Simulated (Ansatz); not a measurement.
C$_{2}$H$_{6}$NSi (charge +1)

Input

```
crystal:
  periodic: [false, false, false]
  atoms:
    - { symbol: C, position_ang: [-0.52516, 1.78291, -0.97931] }
    - { symbol: C, position_ang: [-0.17607, 0.59455, -0.32914] }
    - { symbol: "N", position_ang: [0.11434, -0.38053, 0.20832] }
    - { symbol: Si, position_ang: [0.56614, -1.92442, 1.05701] }
    - { symbol: H, position_ang: [0.02556, 2.62098, -0.54424] }
    - { symbol: H, position_ang: [-1.59731, 1.9672, -0.87078] }
    - { symbol: H, position_ang: [-0.2827, 1.71223, -2.0432] }
    - { symbol: H, position_ang: [-0.32626, -2.84536, 0.36961] }
    - { symbol: H, position_ang: [0.22303, -1.55118, 2.42051] }
    - { symbol: H, position_ang: [1.97844, -1.97637, 0.71121] }
total_charge: 1
basis:
  gaussian: { orbitals: def2-SVP }
hamiltonian:
  xc: pbe
  dispersion: d4
relax:
  f_tol: 0.02
  max_steps: 50
output:
  orbitals: {}
```

Run with:

```sh
ansatz run input.yaml --threads 2 --pin off --max-ram 3072MiB --backend cpu --events-out ev --progress --plain --runs-dir out
```

The fields are those of the run's last geometry, not of the input's.

Level of theory: RKS PBE-D4/def2-SVP in Ansatz.

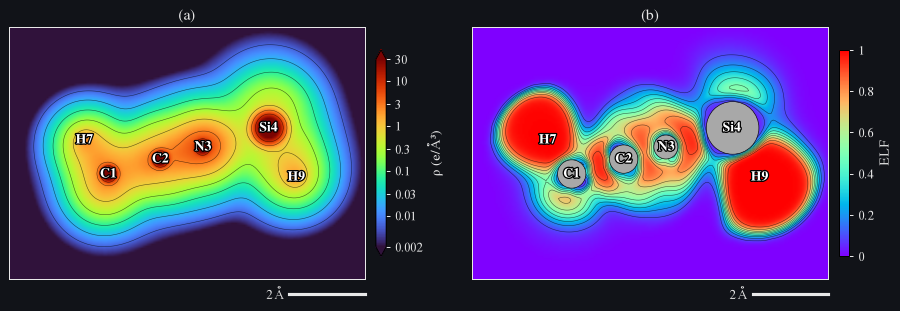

Figure 1. (a) total electron density; (b) electron localisation function on the plane of atoms C2, C1 and H7. Grey discs cover the atomic cores in the ELF map.

Describe what can be read from this map.

Answer.
- Atoms in the plane: C, N, Si and H.
- C–N (1.17 Å): ρ at the midpoint is about 3.3 e/Å³; the ELF peaks at about 0.80 between the atoms (a short, multiple covalent bond).
- C–C (1.44 Å): ρ is about 1.8 e/Å³ halfway; the ELF peaks at about 0.95 between the atoms; a covalent bond.
- Si–N (1.84 Å): the density is about 0.77 e/Å³ at the midpoint; the ELF peaks at about 0.95 between the atoms: a shared but strongly polarised pair.
- C–H (1.11 Å): the density is about 1.9 e/Å³ at the midpoint; the ELF climbs to about 1 towards the hydrogen, as it does in any bond to H: a covalent bond by its length.
- Si–H (1.49 Å): ρ at the midpoint is about 0.8 e/Å³; the ELF climbs to about 1 towards the hydrogen.

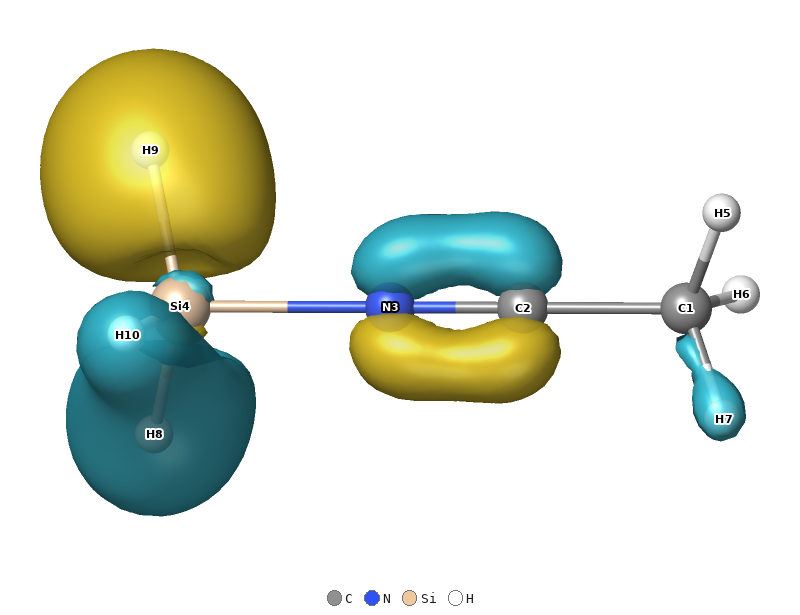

Figure 2. The HOMO at ±0.15 Å⁻³ᐟ² (yellow and cyan are the two phases), seen across its widest extent.

Where does this orbital lie, and at what energy?

Answer. It lies mainly on Si4 (about 35 %), H9 (about 30 %), H10 (about 10 %), H8 (about 10 %) and N3 (about 5 %). It is one of a degenerate set, so its orientation is arbitrary. Its energy is −13.40 eV.

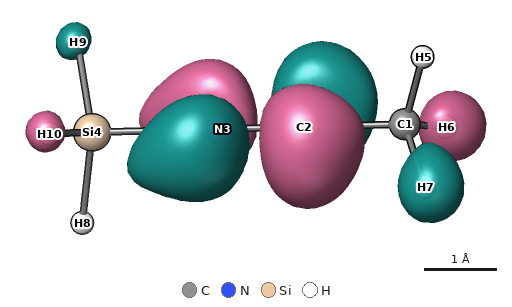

Figure 3. The LUMO at ±0.15 Å⁻³ᐟ² (teal and pink are the two phases), seen at a tilt.

Describe this orbital and give its energy.

Answer. By Hirshfeld shares it lies mainly on C2 (about 40 %), N3 (about 30 %) and C1 (about 10 %); π-antibonding (π*) across C2–N3. It is one of a degenerate set, so its orientation is arbitrary. Its energy is −7.28 eV.
